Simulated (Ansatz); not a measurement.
**IrO2 (rutile): energy against volume**

IrO2 (rutile)

```
CELL_PARAMETERS angstrom
      4.47181     0.00000     0.00000
      0.00000     4.47181     0.00000
      0.00000     0.00000     3.15362
ATOMIC_POSITIONS crystal
  Ir 0.00000 0.00000 0.00000
  Ir 0.50000 0.50000 0.50000
  O  0.30879 0.30879 0.00000
  O  0.80879 0.19121 0.50000
  O  0.19121 0.80879 0.50000
  O  0.69121 0.69121 0.00000
```

Equation-of-state scan: isotropic scaling of the cell above, V₀ being its volume. The atoms relax within the cell's symmetry.

All values below come from PBEsol (plane waves to 420 eV, PAW, scalar-relativistic; Ansatz, a program for electronic structure). k mesh 11×11×15 (Γ-centred), Fermi-Dirac smearing 0.05 eV. E stands for the smeared free energy. With the shape held, the modulus is that of even scaling; a crystal free to change shape is softer. IrO2 is run without spin polarisation and with no Hubbard U. IrO2 was relaxed with its symmetry unable to fall. Spin-orbit coupling is left out, though Ir is heavy. ΔE is measured from the relaxed starting cell.

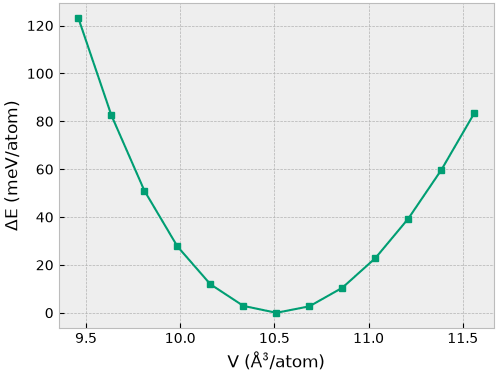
ΔE (meV/atom) against V (Å³/atom); markers are the computed points, lines only join them.

The equilibrium volume of the fit is 10.51 Å³/atom. The bulk modulus at fixed cell shape B₀ (third-order Birch-Murnaghan fit) is 306 GPa and the energy cost of the largest expansion is 83 meV/atom. The pressure at the smallest volume is 41.5 GPa and the pressure derivative B₀′ (fit) is 4.8.

Check by three points about V = 10.511 Å³/atom, step 0.350: d²E/dV² ≈ (12 − 2·0 + 10) meV / 0.350² = 0.179 eV/Å⁶, and V·d²E/dV² × 160.2 = 302 GPa.

(Under strain, the slope of the energy per volume gives the stress and its curvature an elastic modulus.)
